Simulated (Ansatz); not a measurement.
**Pressure series in Sn4Pd**

Take Sn₄Pd (space group Ccce, No. 68) as the base.

```cif
data_Pd2Sn8
_chemical_formula_sum 'Sn8 Pd2'
_space_group_name_H-M_alt 'P 1'
_space_group_IT_number 1
_cell_length_a 6.55694
_cell_length_b 6.55694
_cell_length_c 6.39775
_cell_angle_alpha 90.000
_cell_angle_beta 90.000
_cell_angle_gamma 121.150
loop_
_space_group_symop_operation_xyz
  'x, y, z'
loop_
_atom_site_label
_atom_site_type_symbol
_atom_site_fract_x
_atom_site_fract_y
_atom_site_fract_z
_atom_site_occupancy
Sn1 Sn 0.20610 0.45789 0.33095 1
Sn2 Sn 0.79390 0.54211 0.33095 1
Sn3 Sn 0.45789 0.20610 0.66905 1
Sn4 Sn 0.54211 0.79390 0.66905 1
Sn5 Sn 0.29390 0.04211 0.16905 1
Sn6 Sn 0.70610 0.95789 0.16905 1
Sn7 Sn 0.04211 0.29390 0.83095 1
Sn8 Sn 0.95789 0.70610 0.83095 1
Pd1 Pd 0.50000 0.50000 0.00000 1
Pd2 Pd 0.00000 0.00000 0.50000 1
```

Cell and atoms are relaxed at each pressure.

The values are results of DFT with PBEsol, PAW potentials and a 420 eV plane-wave cutoff in Ansatz (an electronic-structure program), no spin-orbit coupling, not measurements.

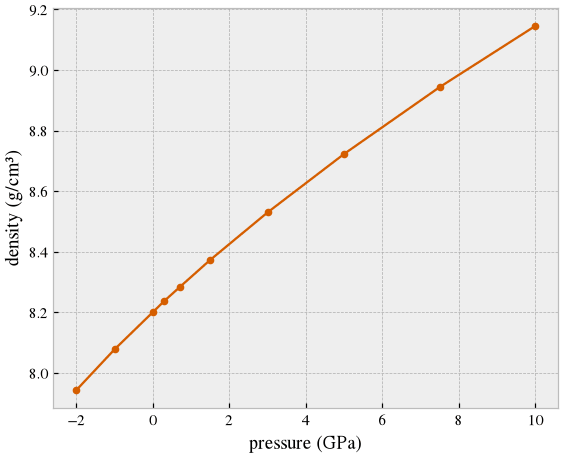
Figure. Density against pressure

Question: From the plot, what is the density for pressure 1.5 GPa?

Answer: About 8.4 g/cm³.

Question: Is the trend monotonic over the range shown?

Answer: Yes, it rises throughout, spanning 7.94 g/cm³ to 9.15 g/cm³.

Load acts through the strain it causes; cell and atoms are relaxed under it. Stability against distortions was not tested. No other phases were tried under pressure. All final runs are without spin polarisation.
